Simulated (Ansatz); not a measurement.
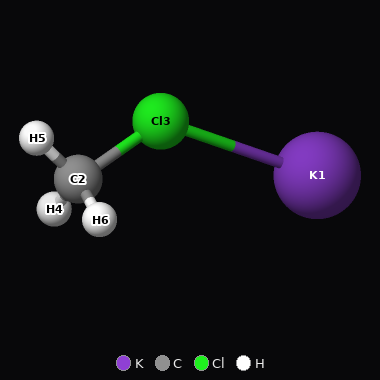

The system is CH3ClK, charge +1; the picture shows the reference structure. 
- The turn is about an axis along (−1.00, −0.02, 0.05) in the frame of the relaxed pair, normal to the line between the partners.
- The first coordinate is: distance Cl3···K1; the second: turn of K1 about Cl3.
- Grid: 15 × 15 points.
- Points are written as (first, second).
- Energies: kJ/mol, counted from the lowest grid point.
- Level of theory: RHF/def2-SVPD (Ansatz 0.2.0).

Its coordinates:

| atom | x (Å) | y (Å) | z (Å) |
| --- | --- | --- | --- |
| K | -0.1708 | 0.0199 | -3.6584 |
| C | 0.0426 | -0.1029 | 0.8707 |
| Cl | -0.0472 | 0.9108 | -0.6319 |
| H | -0.8427 | -0.7257 | 0.8998 |
| H | 0.0678 | 0.5885 | 1.7035 |
| H | 0.9505 | -0.6905 | 0.8164 |

Range: distance Cl3···K1 from 2.652 to 4.052 Å; turn of K1 about Cl3 from −60.0 to 60.0°.

What will the energy surface look like?

The lowest grid point is at (3.183 Å, 0.0°). The energy also falls towards the edge at (3.080 Å, −60.0°) (4.2 kJ/mol above the lowest), where a further well may lie outside the range. The highest grid point, (2.652 Å, 60.0°), lies 85.5 kJ/mol above the lowest. Round the minimum the two coordinates are weakly coupled (coupling −0.09 in units of the two stiffnesses). At the highest point the unbonded atoms K1···H4 come to 2.49 Å, against 4.69 Å at the lowest; the sum of their van der Waals radii is about 3.9 Å.

| turn of K1 about Cl3 ↓, distance Cl3···K1 → | 2.652 | 2.687 | 2.744 | 2.814 | 2.894 | 2.983 | 3.080 | 3.183 | 3.292 | 3.406 | 3.526 | 3.651 | 3.780 | 3.914 | 4.052 |
| --- | --- | --- | --- | --- | --- | --- | --- | --- | --- | --- | --- | --- | --- | --- | --- |
| 60.0 | 85.5 | 77.9 | 67.4 | 57.3 | 48.7 | 42.1 | 37.4 | 34.5 | 33.1 | 32.8 | 33.3 | 34.3 | 35.5 | 36.9 | 38.3 |
| 51.4 | 61.8 | 55.5 | 47.0 | 39.0 | 32.5 | 27.8 | 24.8 | 23.3 | 23.1 | 23.8 | 25.1 | 26.8 | 28.6 | 30.4 | 32.2 |
| 42.9 | 50.7 | 44.8 | 36.8 | 29.3 | 23.3 | 19.1 | 16.6 | 15.6 | 15.8 | 16.9 | 18.5 | 20.5 | 22.6 | 24.7 | 26.8 |
| 34.3 | 43.9 | 38.0 | 30.1 | 22.7 | 16.9 | 12.8 | 10.4 | 9.6 | 10.0 | 11.3 | 13.1 | 15.3 | 17.6 | 20.0 | 22.3 |
| 25.7 | 38.8 | 32.9 | 25.1 | 17.8 | 12.0 | 8.0 | 5.8 | 5.1 | 5.7 | 7.1 | 9.0 | 11.4 | 13.8 | 16.3 | 18.8 |
| 17.1 | 34.8 | 29.0 | 21.3 | 14.2 | 8.6 | 4.8 | 2.7 | 2.1 | 2.7 | 4.2 | 6.3 | 8.7 | 11.2 | 13.8 | 16.3 |
| 8.6 | 31.7 | 26.1 | 18.7 | 11.8 | 6.5 | 2.8 | 0.9 | 0.5 | 1.2 | 2.7 | 4.8 | 7.2 | 9.8 | 12.3 | 14.8 |
| 0.0 | 29.4 | 24.1 | 17.0 | 10.5 | 5.5 | 2.1 | 0.3 | 0.0 | 0.8 | 2.3 | 4.4 | 6.8 | 9.2 | 11.7 | 14.2 |
| −8.6 | 27.8 | 22.8 | 16.1 | 10.0 | 5.3 | 2.2 | 0.6 | 0.4 | 1.2 | 2.7 | 4.8 | 7.0 | 9.4 | 11.8 | 14.1 |
| −17.1 | 26.8 | 22.1 | 15.8 | 10.1 | 5.7 | 2.8 | 1.5 | 1.3 | 2.2 | 3.7 | 5.6 | 7.8 | 10.0 | 12.3 | 14.5 |
| −25.7 | 26.2 | 21.7 | 15.8 | 10.4 | 6.4 | 3.8 | 2.5 | 2.5 | 3.3 | 4.8 | 6.6 | 8.7 | 10.8 | 13.0 | 15.1 |
| −34.3 | 25.8 | 21.6 | 15.9 | 10.9 | 7.1 | 4.6 | 3.5 | 3.5 | 4.4 | 5.8 | 7.6 | 9.6 | 11.6 | 13.7 | 15.7 |
| −42.9 | 25.7 | 21.5 | 16.1 | 11.2 | 7.5 | 5.2 | 4.2 | 4.2 | 5.1 | 6.5 | 8.2 | 10.2 | 12.1 | 14.1 | 16.1 |
| −51.4 | 25.7 | 21.6 | 16.2 | 11.3 | 7.7 | 5.4 | 4.4 | 4.5 | 5.3 | 6.7 | 8.5 | 10.4 | 12.3 | 14.3 | 16.2 |
| −60.0 | 25.8 | 21.6 | 16.1 | 11.2 | 7.5 | 5.2 | 4.2 | 4.2 | 5.1 | 6.5 | 8.2 | 10.1 | 12.1 | 14.1 | 16.1 |

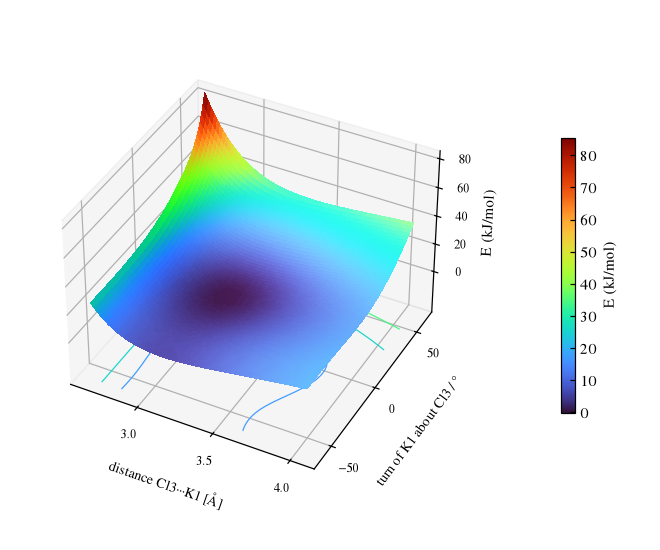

Drawn: a relief with its contours projected below. Between grid points the surface is interpolated.

The whole map (225 points run) took 11 min on 1 thread of Arm Neoverse N1, with other jobs on the host.
